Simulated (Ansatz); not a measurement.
# Run report: GeNH3Cl4, geometry relaxation (part 2 of 2)

GeNH3Cl4; RHF/def2-SVP (Ansatz 0.2.0). The input holds or restrains some coordinates. It belongs to a series of runs on one base structure; here: pulled along the bonds that form and break, towards end B.

Geometry of the input (Å):
```
Ge 0.0000  0.0000  0.0000
Cl 0.0000  0.0000  2.5700
Cl 2.0935  0.0000  -0.7393
Cl -1.0456  1.8115  -0.7393
Cl -1.0456  -1.8115  -0.7393
N  -2.0973  0.0000  0.6969
H  -2.8173  -0.6071  0.2106
H  -2.3831  0.6071  1.5174
H  -1.4594  0.0000  1.8686
```

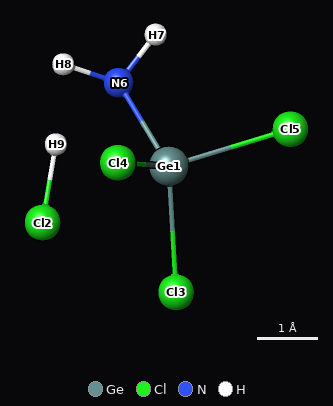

Figure 1. The geometry at step 8 of the log (ball-and-stick view, seen at a tilt; atoms are numbered from 1 in the order of the input).

### Output, continued
```
relax step  15: F+E_penalty+E_count = -107997.35434055 eV  Δ(F+E_penalty+E_count) = -1.019e-2 eV  max|allowed force component| = 1.254e0 eV/Å  E_restraint = 0.06623494 eV  max|allowed force component, restraints' pulls added| = 2.001e-2 eV/Å  Δτ_max = 0.0664 Å  (34 SCF iters, accepted)
  distance Ge 0 - N 5 = 1.8661 Å
  distance H 8 - Cl 1 = 1.3225 Å
  distance Ge 0 - Cl 1 = 3.4351 Å
  distance H 8 - N 5 = 2.2613 Å
1342 factors; integrals over basis functions are off by at most 9.9e-4 eV
mean field -107997.35434055 eV, -3968.8295687793 hartree, gradient 2.2e-5 eV, S^2 0.000000; 1 other end points of the search recorded, 0 dependent functions left out
the calculation of the forces begins
reference -107997.35434055 eV, -3968.8295687793 hartree; 55, 55 occupied and 78, 78 virtual orbitals, 1342 factors
Total energy: -107997.35434055 eV, -3968.8295687793 hartree
Atom 0 at    -0.610935    -0.079834    -0.397985 Å, force    -1.006086    -0.416058     0.470176 eV/Å
Atom 1 at    -0.069455     1.196875     2.744691 Å, force    -0.646762    -1.071644     0.359957 eV/Å
Atom 2 at     1.281367    -0.865053     0.175922 Å, force    -0.005731    -0.009831    -0.001669 eV/Å
Atom 3 at    -0.465138     1.997188    -0.838135 Å, force    -0.001545     0.000465    -0.001705 eV/Å
Atom 4 at    -1.148518    -1.106348    -2.207580 Å, force     0.000871     0.005493    -0.003342 eV/Å
Atom 5 at    -1.951773    -0.436848     0.849810 Å, force     0.918704     0.248614    -0.902152 eV/Å
Atom 6 at    -2.587070    -1.146142     0.524713 Å, force     0.008196     0.009100     0.010723 eV/Å
Atom 7 at    -2.471279     0.386496     1.104480 Å, force    -0.010099    -0.020014    -0.012032 eV/Å
Atom 8 at    -0.731999     0.053665     2.689684 Å, force     0.742451     1.253875     0.080045 eV/Å
Dipole moment:    -0.565171    -0.184663     0.159661 e Å
```

### Trajectory as extended XYZ (Å, eV, eV/Å), 15 frames, from step=1 to step=15
```
9
Properties=species:S:1:pos:R:3:forces:R:3 step=1 energy=-107991.84355
Ge    0.0000    0.0000    0.0000   -3.3674   0.3761  -0.1690
Cl    0.0000    0.0000    2.5700    1.1764   0.2284  -1.3031
Cl    2.0935    0.0000   -0.7393   -1.4932  -0.0458   0.9339
Cl   -1.0456    1.8115   -0.7393    2.5787   0.8322  -1.0910
Cl   -1.0456   -1.8115   -0.7393    2.3820  -0.6909  -0.9889
N    -2.0973    0.0000    0.6969    0.3230   0.2793   5.2217
H    -2.8173   -0.6071    0.2106    1.2659   1.1703   2.3758
H    -2.3831    0.6071    1.5174   -1.9728   0.6720  -2.7479
H    -1.4594    0.0000    1.8686   -0.8925  -2.8217  -2.2315
9
Properties=species:S:1:pos:R:3:forces:R:3 step=2 energy=-107991.87685
Ge   -0.1023    0.0045   -0.1572   -3.2331   0.2160   0.1635
Cl   -0.0175    0.0027    2.7376   -1.1838   0.1007  -1.3873
Cl    2.0677   -0.0006   -0.7280   -1.9221  -0.0346   0.9661
Cl   -1.0203    1.8385   -0.7642    2.2659   1.7621  -1.6287
Cl   -1.0229   -1.8349   -0.7620    1.9447  -1.4898  -1.5722
N    -2.1001    0.0227    0.6035    0.4277   0.7411   5.2430
H    -2.8150   -0.6063    0.2239    0.6906   0.4348   1.1608
H    -2.3974    0.6066    1.4678   -0.5176  -0.5958  -3.0802
H    -1.3470   -0.0333    2.0242    1.5278  -1.1346   0.1352
9
Properties=species:S:1:pos:R:3:forces:R:3 step=3 energy=-107992.48273
Ge   -0.2032    0.0074   -0.2618   -2.5195   0.1272   0.5709
Cl   -0.0368    0.0018    2.8504   -1.3738   0.0085  -0.8747
Cl    2.0356   -0.0009   -0.7139   -2.2964  -0.0316   0.9243
Cl   -0.9935    1.8696   -0.7905    1.9833   2.5855  -1.9572
Cl   -1.0014   -1.8616   -0.7871    1.4934  -2.1980  -1.9335
N    -2.1103    0.0512    0.5102    0.3643   1.3769   4.9867
H    -2.8124   -0.6090    0.2275    0.3211  -0.3603   0.5857
H    -2.3925    0.5879    1.4240    0.1596  -1.0580  -3.3397
H    -1.2403   -0.0465    2.1867    1.8680  -0.4503   1.0375
9
Properties=species:S:1:pos:R:3:forces:R:3 step=4 energy=-107994.02480
Ge   -0.3386    0.0148   -0.3347   -1.7385   0.2179   0.6071
Cl   -0.0159   -0.0004    2.9783   -0.3919   0.0197  -0.2002
Cl    1.9442   -0.0022   -0.6819   -2.3660  -0.0369   0.8281
Cl   -0.9262    1.9644   -0.8612    1.5563   1.8411  -1.5902
Cl   -0.9565   -1.9379   -0.8582    0.9854  -1.3458  -1.4785
N    -2.1231    0.0967    0.4645    0.2930  -0.9043   1.7550
H    -2.8033   -0.6318    0.2442    0.9802   0.1584   0.5149
H    -2.3810    0.5577    1.3337   -0.0142   0.3007  -0.9890
H    -1.1544   -0.0612    2.3609    0.6959  -0.2509   0.5529
9
Properties=species:S:1:pos:R:3:forces:R:3 step=5 energy=-107995.29789
Ge   -0.4470    0.0301   -0.3559   -1.4357   0.1894   0.0155
Cl    0.0409    0.0051    3.0252   -0.8979  -0.0414  -0.3879
Cl    1.7746   -0.0053   -0.6100   -1.4203  -0.0328   0.7772
Cl   -0.8022    2.0594   -0.9774    0.6992   0.2748  -0.7104
Cl   -0.8774   -1.9949   -0.9707    0.4256  -0.1448  -0.8659
N    -2.1388    0.0643    0.4785    2.1149   1.3684   1.6193
H    -2.7601   -0.6624    0.3007   -0.7023  -1.5982  -0.0784
H    -2.4108    0.6064    1.2958    0.1343   0.1108  -1.0520
H    -1.1340   -0.1027    2.4595    1.0823  -0.1262   0.6825
9
Properties=species:S:1:pos:R:3:forces:R:3 step=6 energy=-107996.04819
Ge   -0.5070    0.0469   -0.3959   -1.6803  -0.0206   0.2917
Cl    0.1094    0.0266    2.9848   -1.6515  -0.2703  -0.3274
Cl    1.6513   -0.0094   -0.4593   -0.2415  -0.0448   0.6688
Cl   -0.7249    2.0725   -1.0979    0.0576  -0.0055  -0.5125
Cl   -0.8387   -1.9648   -1.1386   -0.0275   0.2284  -0.5915
N    -2.1122    0.0339    0.5542    0.6543  -0.3326   0.5423
H    -2.7404   -0.7634    0.4240    0.7666   0.7111   0.2988
H    -2.4493    0.7503    1.2007    0.3064  -0.4539  -0.9928
H    -1.1430   -0.1926    2.5735    1.8159   0.1882   0.6226
9
Properties=species:S:1:pos:R:3:forces:R:3 step=7 energy=-107996.46553
Ge   -0.5264    0.0406   -0.3873   -1.5792  -0.2072   0.1333
Cl    0.1778    0.0611    2.9863   -1.7161  -0.2828  -0.0796
Cl    1.6196   -0.0264   -0.2850   -0.2670  -0.0136   0.5685
Cl   -0.7590    2.0069   -1.2274    0.0129  -0.0691  -0.4082
Cl   -0.8659   -1.8866   -1.3203   -0.0279   0.3393  -0.4241
N    -2.0713   -0.0295    0.6502    0.2719  -0.3833   0.2501
H    -2.7741   -0.7355    0.3766    1.0656   0.9216   0.3857
H    -2.4569    0.7567    1.1771    0.4050  -0.5299  -0.8499
H    -1.0986   -0.1874    2.6754    1.8349   0.2251   0.4241
9
Properties=species:S:1:pos:R:3:forces:R:3 step=8 energy=-107996.84573
Ge   -0.5568    0.0317   -0.3992   -1.0945  -0.1370   0.2118
Cl    0.2078    0.1038    2.9600   -1.6690  -0.4046   0.3813
Cl    1.5715   -0.0322   -0.1034   -0.4256  -0.0427   0.2007
Cl   -0.7898    1.9435   -1.3592   -0.0357  -0.1780  -0.2334
Cl   -0.9072   -1.8016   -1.4882    0.0187   0.3313  -0.2376
N    -2.0203   -0.0715    0.7516    0.0181   0.0851  -0.2456
H    -2.7405   -0.7142    0.4009    0.8076   0.6223   0.3040
H    -2.4529    0.7909    1.0998    0.5956  -0.6969  -0.5593
H    -1.0666   -0.2503    2.7834    1.7849   0.4205   0.1780
9
Properties=species:S:1:pos:R:3:forces:R:3 step=9 energy=-107997.01462
Ge   -0.5645    0.0191   -0.3932   -1.1547  -0.2027   0.0093
Cl    0.1775    0.2156    2.9688   -1.4374  -0.4716   0.5754
Cl    1.5355   -0.0995   -0.0271   -0.2302  -0.0366   0.1153
Cl   -0.7979    1.8961   -1.4142   -0.0105  -0.0857  -0.0359
Cl   -0.9422   -1.6918   -1.6511    0.0067   0.1776  -0.0750
N    -1.9932   -0.1134    0.8020    0.6177   0.1647  -0.5558
H    -2.7100   -0.7292    0.4320    0.3439   0.2792   0.1142
H    -2.4074    0.7706    1.0830    0.2842  -0.3903  -0.2348
H    -1.0525   -0.2675    2.8454    1.5803   0.5653   0.0872
9
Properties=species:S:1:pos:R:3:forces:R:3 step=10 energy=-107997.08612
Ge   -0.5741   -0.0064   -0.3998   -1.1176  -0.2457   0.0584
Cl    0.1476    0.4123    2.9484   -1.3972  -0.5761   0.6191
Cl    1.5022   -0.2385    0.0125   -0.1413  -0.0651   0.0553
Cl   -0.7569    1.9230   -1.3239    0.0056  -0.0760   0.0104
Cl   -0.9914   -1.6032   -1.7909   -0.0040   0.1769  -0.0109
N    -1.9798   -0.1828    0.8177    0.8856   0.0441  -0.7521
H    -2.6893   -0.7875    0.4299    0.1176   0.1247   0.0720
H    -2.3924    0.6975    1.0892    0.1141  -0.1379  -0.0960
H    -1.0205   -0.2145    2.8625    1.5371   0.7550   0.0439
9
Properties=species:S:1:pos:R:3:forces:R:3 step=11 energy=-107997.11427
Ge   -0.5774   -0.0195   -0.3939   -1.1220  -0.2856  -0.0060
Cl    0.0922    0.5991    2.9386   -1.6045  -1.1181   0.4998
Cl    1.4791   -0.3445    0.0471   -0.1468  -0.0498   0.0777
Cl   -0.7262    1.9300   -1.2775    0.0460  -0.0617   0.0790
Cl   -1.0266   -1.5300   -1.8698    0.0036   0.1308   0.0222
N    -1.9758   -0.2249    0.8261    1.0862  -0.1130  -0.8185
H    -2.6879   -0.8131    0.4246    0.0284   0.0434   0.0289
H    -2.3783    0.6506    1.1067   -0.0214   0.0939   0.0359
H    -0.9539   -0.2477    2.8437    1.7305   1.3600   0.0810
9
Properties=species:S:1:pos:R:3:forces:R:3 step=12 energy=-107997.21566
Ge   -0.5847   -0.0426   -0.3990   -1.1166  -0.3435   0.1248
Cl    0.0692    0.7898    2.8839   -1.3405  -0.9919   0.4783
Cl    1.4306   -0.5215    0.0804   -0.0966  -0.0618   0.0507
Cl   -0.6448    1.9709   -1.1250    0.0360  -0.0765   0.0852
Cl   -1.0805   -1.3999   -2.0030    0.0184   0.1233   0.0312
N    -1.9651   -0.3076    0.8299    1.0428   0.0824  -0.8027
H    -2.6560   -0.9328    0.4507    0.0051   0.0062   0.0040
H    -2.4052    0.5546    1.1015   -0.0061   0.0193   0.0068
H    -0.9184   -0.1109    2.8262    1.4573   1.2426   0.0218
9
Properties=species:S:1:pos:R:3:forces:R:3 step=13 energy=-107997.26678
Ge   -0.5945   -0.0567   -0.3985   -1.1090  -0.3582   0.3667
Cl   -0.0038    0.9609    2.8392   -1.1133  -1.3411   0.3819
Cl    1.3804   -0.6435    0.1226   -0.0335  -0.0332   0.0837
Cl   -0.5975    1.9802   -1.0258    0.0574   0.0466   0.0200
Cl   -1.0923   -1.3155   -2.0652   -0.0427   0.0084  -0.1083
N    -1.9669   -0.3429    0.8336    0.9667   0.1155  -0.8294
H    -2.6508   -0.9845    0.4679    0.0256   0.0150   0.0108
H    -2.4216    0.5145    1.1020    0.0326  -0.0553   0.0104
H    -0.8077   -0.1124    2.7696    1.2162   1.6024   0.0642
9
Properties=species:S:1:pos:R:3:forces:R:3 step=14 energy=-107997.34415
Ge   -0.6064   -0.0766   -0.3966   -1.0374  -0.4155   0.3844
Cl   -0.0591    1.1405    2.7709   -0.7284  -1.1068   0.3436
Cl    1.3124   -0.8097    0.1570   -0.0312  -0.0109   0.0428
Cl   -0.4995    1.9933   -0.8873    0.0123  -0.0029   0.0282
Cl   -1.1317   -1.1628   -2.1769   -0.0120   0.0246   0.0047
N    -1.9578   -0.4168    0.8447    1.0165   0.2304  -0.8740
H    -2.6130   -1.1014    0.5076   -0.0110   0.0186   0.0014
H    -2.4457    0.4201    1.1165   -0.0380  -0.0419  -0.0131
H    -0.7540    0.0134    2.7097    0.8293   1.3044   0.0820
9
Properties=species:S:1:pos:R:3:forces:R:3 step=15 energy=-107997.35434
Ge   -0.6109   -0.0798   -0.3980   -1.0061  -0.4161   0.4702
Cl   -0.0695    1.1969    2.7447   -0.6468  -1.0716   0.3600
Cl    1.2814   -0.8651    0.1759   -0.0057  -0.0098  -0.0017
Cl   -0.4651    1.9972   -0.8381   -0.0015   0.0005  -0.0017
Cl   -1.1485   -1.1063   -2.2076    0.0009   0.0055  -0.0033
N    -1.9518   -0.4368    0.8498    0.9187   0.2486  -0.9022
H    -2.5871   -1.1461    0.5247    0.0082   0.0091   0.0107
H    -2.4713    0.3865    1.1045   -0.0101  -0.0200  -0.0120
H    -0.7320    0.0537    2.6897    0.7425   1.2539   0.0800
```

### Key numbers

| quantity | value |
| --- | --- |
| outcome | converged under the restraints of the input |
| total energy | −107997.3543 eV |
| mean-field energy | −107997.3543 eV |
| largest force (length of the vector) at the end, held atoms and coordinates included | 1.459 eV/Å |
| hardware | 4 threads of Arm Neoverse V1, 24 GiB of memory available, shared host |
| wall time | 31 s (CPU time 1.9 min) |
| peak memory | 0.39 GiB |
